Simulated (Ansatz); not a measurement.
**Run report: GePH₅Cl₂, nudged elastic band (part 2 of 2)**

The same run, continued: GePH₅Cl₂; RKS B3LYP/def2-SVP (Ansatz 0.2.0). The run did not end well. It belongs to a series of runs on one base structure; here: band between the two ends.

Geometry of the input (Å):
```
Ge -0.2470  -0.6467  -0.1663
Cl -0.5914  -0.4616  1.9680
Cl 1.8715  -0.9619  -0.5114
H  -0.6488  0.6731  -0.8354
H  -0.9927  -1.8918  -0.6624
P  2.2974  3.0330  1.6130
H  2.6905  1.9410  0.7781
H  1.4665  3.6117  0.6018
H  1.2182  2.2945  2.1904
```

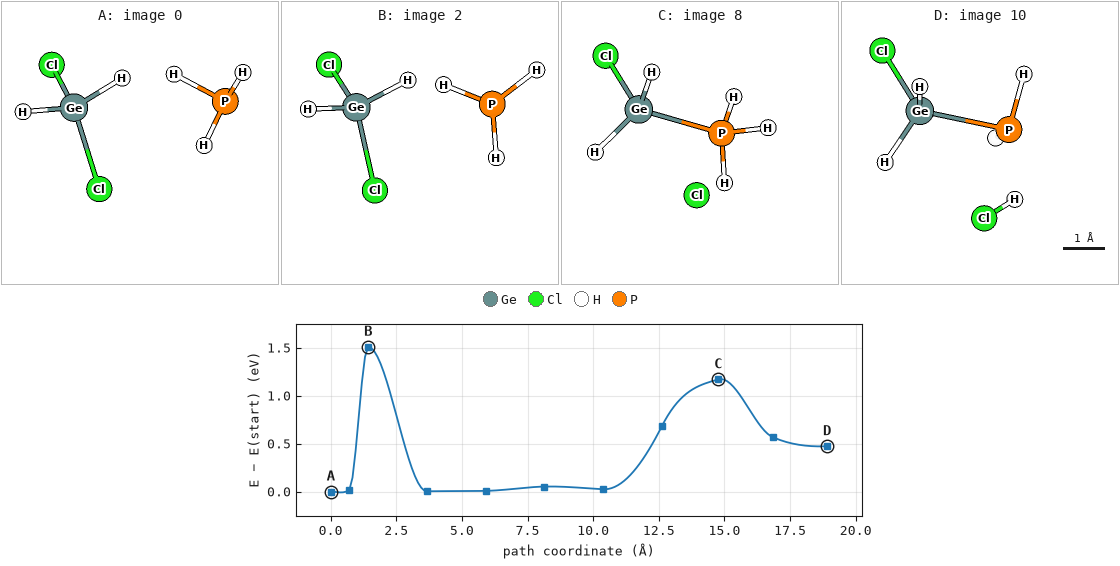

Figure 1. Images of the last band (counted from 0; ball-and-stick, seen at a tilt) above the energy along the path; the line is a cubic interpolation that uses the forces. The highest image is number 2, 1.510 eV above the start and 1.038 eV above the end (the climbing image); the end lies 0.472 eV above the start. The path is 18.90 Å long. The band had not converged after 60 iterations.

```
Unfinished report: {"positions_ang":[[-0.16353414034214864,-0.6326183151782775,-0.11065420155451358],[-0.373159448230047,-0.5724904578025819,2.050010393469551],[1.9188315817901422,-1.040307154642364,-0.5879036117127912],[-0.5389563512626199,0.7358811784446133,-0.6828928924635986],[-0.9849967916489414,-1.8267060879651489,-0.6173759296029835],[1.8052769892355622,2.7328207083995832,1.2334616729818397],[2.547501115076787,1.6609315908262434,0.7524905061580218],[1.886084813340665,3.9727988893618686,0.6111244945697043],[0.9671532320405978,2.5609896485560606,2.3276395781547685]],"unchecked":["starts","cluster_reference","orbital_swaps","neighbouring_geometries","increment"],"mean_field":{"relativity":"none","state":{"energy":{"ev":-90918.7800393856,"hartree":-3341.2035394848917},"converged":true,"gradient_ev":0.00007230986520653478,"stability":{"kind":"minimum","curvature_ev":28.576517810556602},"curvature_floor_ev":0.00030000000000000003,"spin_squared":-8.526512829121202e-14},"others":[],"fillings":{"estimated":0,"unestimated":0,"tried":0,"untried":0,"excluded_magnetic_sites":0},"n_dropped_functions":0,"n_trapped_functions":0,"passes":{"evaluations":2,"products":17},"factors":{"origin":"Cholesky decomposition","count":1134,"bound_ev":0.0003385448052043853},"gradient_stop_ev":0.00009,"reference_kind":"stationary","functional":{"name":"B3LYP","citations":["Stephens, Devlin, Chabalowski & Frisch, J. Phys. Chem. 98, 11623 (1994) doi:10.1021/j100096a001","Becke, Phys. Rev. A 38, 3098 (1988) doi:10.1103/PhysRevA.38.3098","Lee, Yang & Parr, Phys. Rev. B 37, 785 (1988) doi:10.1103/PhysRevB.37.785","Vosko, Wilk & Nusair, Can. J. Phys. 58, 1200 (1980) doi:10.1139/p80-159"],"text":"name \"B3LYP\"\ncite \"Stephens, Devlin, Chabalowski & Frisch, J. Phys. Chem. 98, 11623 (1994) doi:10.1021/j100096a001\"\ncite \"Becke, Phys. Rev. A 38, 3098 (1988) doi:10.1103/PhysRevA.38.3098\"\ncite \"Lee, Yang & Parr, Phys. Rev. B 37, 785 (1988) doi:10.1103/PhysRevB.37.785\"\ncite \"Vosko, Wilk & Nusair, Can. J. Phys. 58, 1200 (1980) doi:10.1139/p80-159\"\nparameter a0 = 0.2\nparameter ax = 0.72\nparameter ac = 0.81\nexchange = (1 - a0 - ax)*slater_x + ax*b88_x + a0*exact_x\ncorrelation = (1 - ac)*vwn_rpa_c + ac*lyp_c\n","parameters":{"a0":{"value":0.2,"default":0.2},"ac":{"value":0.81,"default":0.81},"ax":{"value":0.72,"default":0.72}},"final_grid":{"core_spheres":13.0,"valence_spheres":11.0,"degree":36.0},"final_grid_parameter_source":"default","radial_points_factor":1.0,"radial_grid_error_ev":6.729326096032238e-7,"grid_sensitivity":"normal","grid_sensitivity_ratio":0.0013437628806248659},"unsmoothed_excess_ev":-0.00027820333135193263,"symmetry":{"irreps":["A"],"axes":[[0.9999942044285011,0.0032394868460261673,-0.0010472986124532163],[-0.0032550472514631407,0.9998789614986474,-0.015214040218735993],[0.0009978861658351877,0.015217361051148043,0.9998837113113899]],"occupied":[{"A":43},{"A":43}]},"held":{"pivots":1134,"left_out":0,"joined":0},"density_repulsion":{"missed_ev":0.000011927669548330806,"excess_ev":0.0,"most_excess_ev":0.0002322,"are_drawn_again":false,"n_first_factors":1134,"energy_change_ev":0.0,"n_dropped_ends":0}},"factors":{"origin":"Cholesky decomposition","count":1134,"bound_ev":0.0003385448052043853},"n_frozen":0,"n_occupied":[43,43],"n_virtual":[68,68],"reference":{"ev":-90918.7800393856,"hartree":-3341.2035394848917},"total":{"ev":-90918.7800393856,"hartree":-3341.2035394848917},"forces_ev_per_angstrom":[[0.00001001193600635154,0.00018740456625757123,0.000045239571653928084],[-0.0005822879314377001,-0.0000875077898542607,-0.00005957873045886311],[0.00012846077477090526,0.000016335382478479385,0.0006476005535820892],[0.00009772517998441445,0.00004149678240125828,0.00007813546459538321],[-0.000018474569102314268,-0.000030719428100504036,-0.0001899285275269621],[-0.001910942095154996,-0.00042185915587894166,-0.0020700522347354977],[0.0008409882199883469,0.0004920112085463141,0.00006302445422316296],[0.0002828915746463514,0.00021529186965678153,0.0005726304442006829],[0.0011516269296602312,-0.0004124534176913209,0.0009129289463227194]],"charge_distribution":{"dipole_moment_e_ang":[-0.3004153059374099,0.09882254865361806,-0.27060593197057686],"mulliken_charges_e":[0.5667600277757856,-0.24203618283625872,-0.23987452309743418,-0.03879538694475815,-0.05064096936607676,-0.12921252637348601,0.04924313571019079,0.038111563753515654,0.04644486137840387],"lowdin_charges_e":[-0.1678838131718834,0.12840365435821255,0.1284600313085349,-0.0499951930186715,-0.054132922333011146,0.1079967094026344,-0.0321848495010113,-0.0311600255096407,-0.02950359153534432]},"n_threads":4,"memory_gib":4.261363637633622,"seconds":{"hamiltonian":1.501555615,"orbitals":0.0,"second_order":0.0,"solver_start":0.0,"cycles":0.0,"cycle":0.0,"perturbative":0.0,"full_ci_increment":0.0,"forces":0.0}}
this run last wrote the band of iteration 60 to [file]
Error: NEB band did not converge after 60 iterations: max|band force component| = 3.36e-1 eV/Å (threshold 5.0e-2); raise `neb.max_iterations` in a new run, which can start from the last band evaluated (`neb.initial_path`, with `crystal.atoms` and `neb.final_atoms` set to its first and last images), add images, or start from endpoints closer to local minima. Where this run's directory can be resumed (`checkpoint.write`), a resume goes on for up to `neb.max_iterations` more; to start a new run from the last band, take its images' positions from the `neb_iteration` event of iteration 60 (`data.images[].positions_ang`), in the event stream of the run that computed that iteration (not this run's, if it was resumed behind it). With `checkpoint.write`, `steps/00-neb/state/checkpoint.json` in the run directory holds the last saved band, under `neb.evaluated.images[].positions_ang` (a band under a hybrid functional on support functions is neither saved nor resumed: `neb.initial_path` says where its path is): check the last entry of `neb.iterations` there, which is earlier than 60 if that iteration was not saved or its write failed. If the band's step has no `state` directory and holds `state.next`, a write was cut short, and the file is under `state.next` instead (behind a loss of power it can be under `state.prev`)
this run wrote the band of iteration 60 to [file] as well, whether or not its events were kept: a new run's `neb.initial_path` can list its `images[].positions_ang`
a run's events are kept only if it was started with --events-out <file>, and are in that file
```

The last band as extended XYZ (Å, eV, eV/Å):
```
9
Properties=species:S:1:pos:R:3:forces:R:3 image=0 energy=-90920.28994
Ge   -0.2470   -0.6467   -0.1663    0.0078  -0.0007  -0.0022
Cl   -0.5914   -0.4616    1.9680   -0.0042   0.0001  -0.0079
Cl    1.8715   -0.9619   -0.5114    0.0088  -0.0003  -0.0003
H    -0.6488    0.6731   -0.8354   -0.0064   0.0032   0.0023
H    -0.9927   -1.8918   -0.6624   -0.0069  -0.0018   0.0070
P     2.2974    3.0330    1.6130   -0.0072  -0.0069  -0.0087
H     2.6905    1.9410    0.7781   -0.0002   0.0065   0.0034
H     1.4665    3.6117    0.6018    0.0049  -0.0022   0.0059
H     1.2182    2.2945    2.1904    0.0034   0.0021   0.0005
9
Properties=species:S:1:pos:R:3:forces:R:3 image=1 energy=-90920.27226
Ge   -0.1810   -0.6389   -0.1185   -0.0036  -0.0085   0.0001
Cl   -0.3910   -0.5774    2.0392   -0.0076   0.0007  -0.0019
Cl    1.8962   -1.0322   -0.6098   -0.0040   0.0022  -0.0010
H    -0.5508    0.7403   -0.6781   -0.0032  -0.0060   0.0001
H    -1.0163   -1.8136   -0.6422   -0.0060  -0.0025  -0.0046
P     2.2426    2.8842    1.5898    0.2040   0.0775   0.1662
H     2.3701    1.7565    0.7208   -0.0884   0.0521  -0.0147
H     1.7358    3.7649    0.5835   -0.0808  -0.0976  -0.0233
H     0.9584    2.5074    2.0911   -0.0105  -0.0180  -0.1209
9
Properties=species:S:1:pos:R:3:forces:R:3 image=2 energy=-90918.77976
Ge   -0.1635   -0.6326   -0.1107    0.0000   0.0002   0.0000
Cl   -0.3732   -0.5725    2.0500   -0.0006  -0.0001  -0.0001
Cl    1.9188   -1.0403   -0.5879    0.0001   0.0000   0.0006
H    -0.5390    0.7359   -0.6829    0.0001   0.0000   0.0001
H    -0.9850   -1.8267   -0.6174    0.0000   0.0000  -0.0002
P     1.8053    2.7328    1.2335   -0.0019  -0.0004  -0.0021
H     2.5475    1.6609    0.7525    0.0008   0.0005   0.0001
H     1.8861    3.9728    0.6111    0.0003   0.0002   0.0006
H     0.9672    2.5610    2.3276    0.0012  -0.0004   0.0009
9
Properties=species:S:1:pos:R:3:forces:R:3 image=3 energy=-90920.28677
Ge   -0.2051   -0.9095   -0.3301    0.0018   0.0013   0.0019
Cl    0.3950   -0.5920    1.7342   -0.0016  -0.0019   0.0016
Cl    1.4402   -1.8275   -1.4022    0.0007   0.0000   0.0028
H    -0.4940    0.4567   -0.9599    0.0021   0.0034   0.0018
H    -1.3754   -1.9020   -0.3200   -0.0005   0.0021  -0.0026
P     1.6097    2.8821    1.0666    0.0016  -0.0006   0.0023
H     2.6422    2.2208    1.7983   -0.0001  -0.0013  -0.0053
H     2.2431    4.1617    1.1599   -0.0040   0.0000  -0.0027
H     0.8084    3.1010    2.2291    0.0001  -0.0032   0.0002
9
Properties=species:S:1:pos:R:3:forces:R:3 image=4 energy=-90920.28235
Ge   -0.3183   -0.9171   -0.3288   -0.0001   0.0025   0.0032
Cl   -0.4482   -0.2242    1.7238    0.0029  -0.0010  -0.0004
Cl    1.7444   -0.7691   -0.9828    0.0039  -0.0026   0.0011
H    -1.1720    0.0069   -1.2050    0.0028   0.0034   0.0012
H    -0.7150   -2.3989   -0.3491   -0.0019  -0.0002  -0.0010
P     1.5343    3.0414    1.1799   -0.0035   0.0030  -0.0009
H     2.4425    1.9466    1.0558   -0.0056  -0.0014  -0.0043
H     2.5813    4.0110    1.2859    0.0016  -0.0016   0.0000
H     1.4151    2.8945    2.5961   -0.0002  -0.0021   0.0011
9
Properties=species:S:1:pos:R:3:forces:R:3 image=5 energy=-90920.23764
Ge   -0.6404   -1.0666   -0.5748   -0.0006  -0.0112  -0.0035
Cl   -1.3142   -0.1420    1.2631   -0.0027  -0.0030   0.0038
Cl    1.3351   -0.3204   -1.0714    0.0014   0.0031   0.0029
H    -1.5994   -0.6552   -1.6998    0.0031   0.0024   0.0023
H    -0.5265   -2.5784   -0.3347    0.0007   0.0070  -0.0031
P     1.9524    2.8053    1.7252    0.0124   0.0084   0.0066
H     3.2470    2.2464    1.4852   -0.0168  -0.0057  -0.0009
H     2.3067    4.0622    1.1398    0.0019  -0.0025   0.0026
H     2.3034    3.2400    3.0433    0.0006   0.0015  -0.0108
9
Properties=species:S:1:pos:R:3:forces:R:3 image=6 energy=-90920.26565
Ge   -0.6080   -0.6729   -0.5416    0.0078   0.0278  -0.0024
Cl   -1.2924    0.6800    1.0096   -0.0029   0.0136   0.0052
Cl    1.1529    0.1604   -1.4925    0.0058   0.0082  -0.0121
H    -1.7105   -0.7568   -1.6024   -0.0293  -0.0160  -0.0207
H    -0.2211   -2.0016    0.1146    0.0122  -0.0241   0.0162
P     2.3549    1.9688    1.8422   -0.0097  -0.0572  -0.0118
H     3.6262    2.5900    1.6420    0.0395   0.0213   0.0060
H     1.6817    2.8909    0.9861   -0.0212  -0.0057  -0.0125
H     2.0806    2.7325    3.0180   -0.0022   0.0321   0.0321
9
Properties=species:S:1:pos:R:3:forces:R:3 image=7 energy=-90919.60918
Ge   -0.1644   -0.2238   -0.1959   -0.0050  -0.0607  -0.0499
Cl   -1.2536    1.0184    1.2813   -0.0504   0.1376  -0.0439
Cl    1.5421    0.1537   -1.5509   -0.0371   0.1785  -0.0123
H    -1.2350   -0.1963   -1.2660   -0.3719  -0.3620  -0.2298
H     0.2026   -1.4794    0.5909   -0.0165  -0.0912  -0.0484
P     1.8171    1.6203    1.3391   -0.0482  -0.0869  -0.0819
H     3.1357    2.0274    1.0193    0.2590   0.0992   0.2039
H     1.1964    2.8613    1.0177    0.0703  -0.0294   0.0218
H     1.8234    1.8097    2.7403    0.1997   0.2149   0.2404
9
Properties=species:S:1:pos:R:3:forces:R:3 image=8 energy=-90919.11974
Ge    0.2618    0.0576   -0.2279   -0.0159   0.0056   0.1463
Cl   -1.0146    0.9747    2.0401   -0.1043  -0.0148  -0.1442
Cl    1.9971   -0.6341   -1.4711   -0.1265   0.1287   0.0410
H    -0.6331    0.8566   -1.1695    0.0004   0.0977  -0.0072
H    -0.2454   -1.2294    0.3812    0.0905  -0.1890   0.0892
P     1.4022    1.5958    1.1502    0.0288   0.0302  -0.0735
H     2.6682    1.9358    0.5802    0.1518   0.0188  -0.0455
H     0.8128    2.8661    1.2699    0.0375  -0.0309  -0.0156
H     1.8152    1.1682    2.4228   -0.0621  -0.0463   0.0096
9
Properties=species:S:1:pos:R:3:forces:R:3 image=9 energy=-90919.72098
Ge    0.5865    0.1712   -0.3524    0.0255   0.0080  -0.0049
Cl   -1.0531    1.0152    2.8381   -0.0054  -0.0059   0.0851
Cl    2.0377   -0.7162   -1.7328    0.0053  -0.0003  -0.0369
H    -0.4595    0.9201   -1.2006    0.0051   0.0032   0.0079
H    -0.0461   -1.0039    0.4110    0.0242   0.0166   0.0048
P     1.7923    1.5816    1.1053    0.0349  -0.0006  -0.0058
H     2.8779    1.8064    0.2121    0.0145  -0.0015  -0.0450
H     1.0821    2.7690    0.7566    0.0243  -0.0100  -0.0414
H     0.2464    1.0480    2.9386   -0.1284  -0.0096   0.0362
9
Properties=species:S:1:pos:R:3:forces:R:3 image=10 energy=-90919.81746
Ge    0.6227    0.1855   -0.2956    0.0011  -0.0023  -0.0046
Cl   -1.2894    0.7021    3.0148    0.0112   0.0084  -0.0041
Cl    1.7152   -0.1380   -2.1684   -0.0017   0.0008   0.0051
H    -0.7991    0.6284   -0.6790    0.0014   0.0005   0.0012
H     0.6324   -1.1506    0.4656    0.0000   0.0019  -0.0008
P     1.6519    1.8464    0.9997    0.0111  -0.0014  -0.0079
H     2.9623    1.2925    0.8961   -0.0076   0.0038   0.0003
H     1.8227    2.7635   -0.0793   -0.0046  -0.0050   0.0075
H    -0.2545    1.4616    2.8219   -0.0108  -0.0067   0.0032
```

What the run reported:

```csv
quantity,value
outcome,not converged
"barrier, forward (band not converged)",1.510 eV
"barrier, backward",1.038 eV
wall time,16 min (CPU time 58 min)
peak memory,0.3 GiB
```

What went wrong:

The run did not converge: “NEB band did not converge after 60 iterations: max|band force component| = 3.36e-1 eV/Å (threshold 5.0e-2); raise `neb.max_iterations` in a new run, which can start from the last band evaluated (`neb.initial_path`, with `crystal.atoms` and `neb.final_atoms` set to its first and last images), add images, or start from endpoints closer to local minima …” Its last values are not results.
